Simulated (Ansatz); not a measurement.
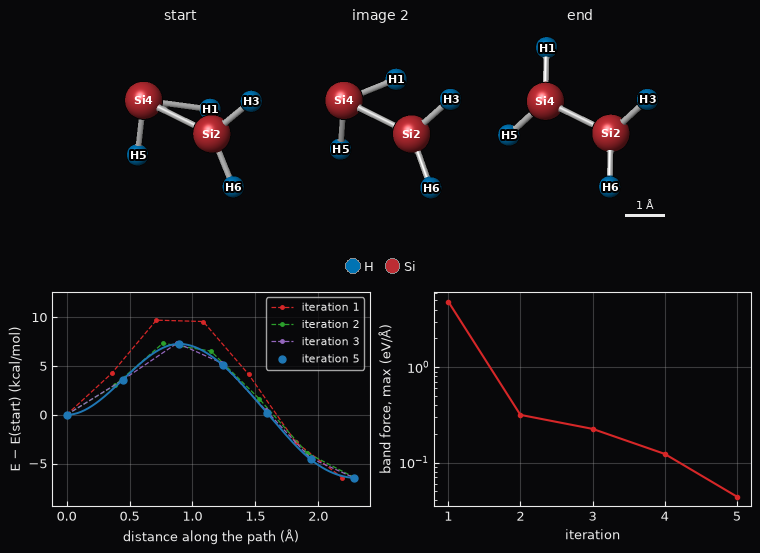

A nudged-elastic-band calculation for Si2H4. Images are numbered from 0 (start) to 6 (end). The plot follows the band through its iterations. A ball-and-stick model, seen at a tilt.

Theory: Ansatz 0.2.0, RKS PBE0-D4/def2-SVP.

Input
```yaml
crystal:
  periodic: [false, false, false]
  atoms:
    - {symbol: H, position_ang: [-1.089895, 0.213536, -0.036495]}
    - {symbol: Si, position_ang: [0.325200, -0.582022, -0.229618]}
    - {symbol: H, position_ang: [-0.016650, -1.583719, -1.277776]}
    - {symbol: Si, position_ang: [-0.053128, 1.608539, -0.493918]}
    - {symbol: H, position_ang: [0.245473, 1.664966, 1.000908]}
    - {symbol: H, position_ang: [0.589099, -1.321401, 1.036799]}
basis:
  gaussian: {orbitals: def2-SVP}
hamiltonian: {xc: pbe0, dispersion: d4}
neb:
  images: 5
  climbing: true
  max_iterations: 30
  initial_path: idpp
  spring: 500.0
  final_atoms:
    - {symbol: H, position_ang: [-1.453747, 1.471159, -0.820018]}
    - {symbol: Si, position_ang: [0.282726, -1.033070, 0.026882]}
    - {symbol: H, position_ang: [-0.054836, -1.933892, -1.098880]}
    - {symbol: Si, position_ang: [-0.282554, 1.033028, -0.026881]}
    - {symbol: H, position_ang: [0.055202, 1.934515, 1.098237]}
    - {symbol: H, position_ang: [1.453309, -1.471840, 0.820561]}
```

Run as
```bash
ansatz run in.yaml --threads 2 --pin off --events-out ev --progress --plain --max-ram 4352MiB
```

Judge this run.

Answer. The run is converged, with reservations. The band converged in 5 iterations. The largest component of the band force went from 4.9 to 0.044 eV/Å. The climbing image converged on the top of the path. Its curvatures weren't checked. The largest force component is 0.15 eV/Å at the start and 0.11 eV/Å at the end; an end with forces this large is no minimum, and the barrier measured from it can be far off. The settings are unsound (stiff springs), so the numbers of this run aren't to be trusted. The first iteration put the highest image at 9.7 kcal/mol. The highest point, image 2, lies 7.3 kcal/mol above the start and 13.7 kcal/mol above the end; the end is at −6.5 kcal/mol relative to the start.

The run took 27 s on 2 threads of Arm Neoverse V2 (shared host).
